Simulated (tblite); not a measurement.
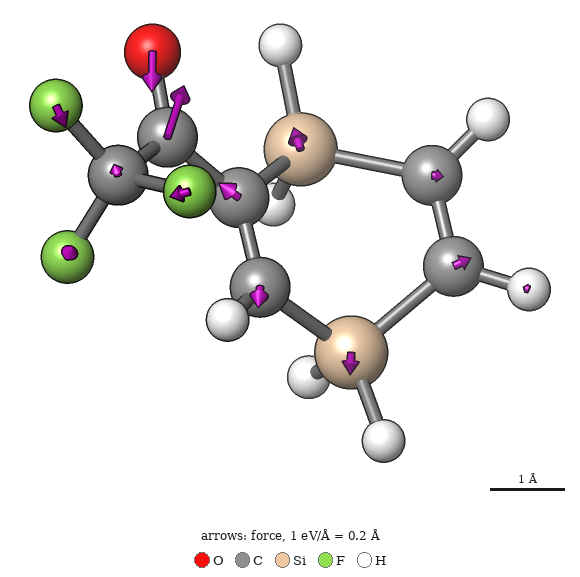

Starting geometry of C6H7F3OSi2 with the computed forces as purple arrows. The picture is a ball-and-stick view, seen from a free direction.

Method: GFN2-xTB geometry optimisation, gas phase in tblite 0.8.0. 

Q: What follows when this structure is relaxed?

A: It isn't relaxed: the largest force vector, on a C atom, is 4.99 eV/Å. The final displacements have little in common with the starting forces (cosine between the two patterns 0.05). The atom that moves furthest after the best rigid fit is an H atom (1.58 Å). Largest moves by element: H 1.58 Å, Si 0.61 Å, C 0.58 Å, F 0.52 Å, O 0.19 Å. Some distances before and after: Si–Si 2.985 → 3.539 Å, C–C 1.493 → 1.555 Å, C–O 1.262 → 1.209 Å, C–F 1.377 → 1.332 Å. Bond angles that change, for instance: C–C–Si 120.4° → 109.0°, C–C–Si 115.7° → 126.5°, C–C–Si 117.5° → 126.6°. Over 163 geometry steps the energy falls by 0.831 eV.
